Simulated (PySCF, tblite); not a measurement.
# C6H11S radical: geometry, infrared bands and EPR parameters

Wanted: the infrared bands and EPR parameters of C6H11S radical (`C=C[C@H](C)[C](C)S`), by calculation.

Computed with tblite 0.8.0 and PySCF 2.14.0, with density-fitted response routines of our own, on a single molecule in the gas phase. Atoms count from 0, in the outputs and in this text.

## (1) The starting structure

18 atoms, charge 0, multiplicity 2; geometry from: force field or distance geometry start.

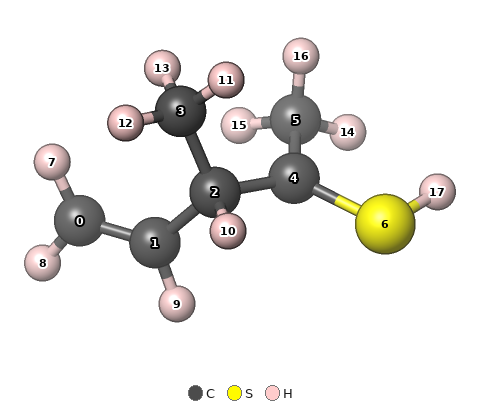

The starting geometry (carbon dark grey, sulfur yellow, hydrogen pink), atoms numbered; sticks join atoms by distance.

## (2) Geometry optimisation with GFN2-xTB

The job: settings as JSON, then the geometry in Å.

```
{"job": {"kind": "relax", "xc": "GFN2-xTB", "basis": "xTB"}, "charge": 0, "multiplicity": 2}
C     -1.981000    -0.451400     1.403700
C     -1.136500     0.506600     0.998800
C     -0.432700     0.625800    -0.331700
C     -0.895000    -0.367400    -1.411300
C      1.061800     0.589600    -0.153800
C      1.741800    -0.690300     0.202200
S      2.004700     2.018100    -0.495900
H     -2.280400    -1.267900     0.769500
H     -2.415400    -0.421800     2.402500
H     -0.899700     1.294000     1.723300
H     -0.731800     1.617700    -0.718700
H     -0.380500    -0.195500    -2.350000
H     -1.974500    -0.281200    -1.583800
H     -0.689000    -1.412100    -1.111800
H      2.725900    -0.506100     0.657400
H      1.155000    -1.257100     0.943100
H      1.888400    -1.308100    -0.681700
H      3.230200     1.513500    -0.273500
```

Launch:

```
> OMP_NUM_THREADS=1 python probes_run.py task.json out
```

The driver reads the jobs from task.json and runs them one after another.

**Question.** This job is followed by: GFN2-xTB harmonic vibrations, gas phase; UKS B3LYP, pcH-1 on C H S, non-relativistic, mean-field spin-orbit, GIAO. Predict these results of the whole session: strongest single infrared mode (GFN2-xTB); zero-point energy (GFN2-xTB); g(iso) (B3LYP); ⟨S²⟩; largest a(iso) (averaged by class); surface potential, least and greatest.

As calculated:

| quantity | value |
| --- | --- |
| strongest single infrared mode (GFN2-xTB) | 2373 cm⁻¹, 131 km/mol |
| zero-point energy (GFN2-xTB) | 92.6 kcal/mol |
| g(iso) (B3LYP) | 2.00396 |
| ⟨S²⟩ | 0.755 (exact 0.75) |
| largest a(iso) (averaged by class) | 13C on C4, 113.8 MHz |
| surface potential, least and greatest | -0.76 V and 1.17 V |

**Reading.** Over 80 steps the energy fell by 0.111 eV; of the close pairs, C0–C1 changed most, 1.340 to 1.320 Å. No mode is imaginary among the 48: a minimum at this level. The strongest single mode, at 2373 cm⁻¹, moves mainly H17. GFN2-xTB is a fitted tight-binding method: band positions and strengths are rough. Its intensities can rank the bands wrongly. Most of the unpaired spin sits on C4 (0.84 e). The isotropic g lies 1.6 ppt above the free-electron value.
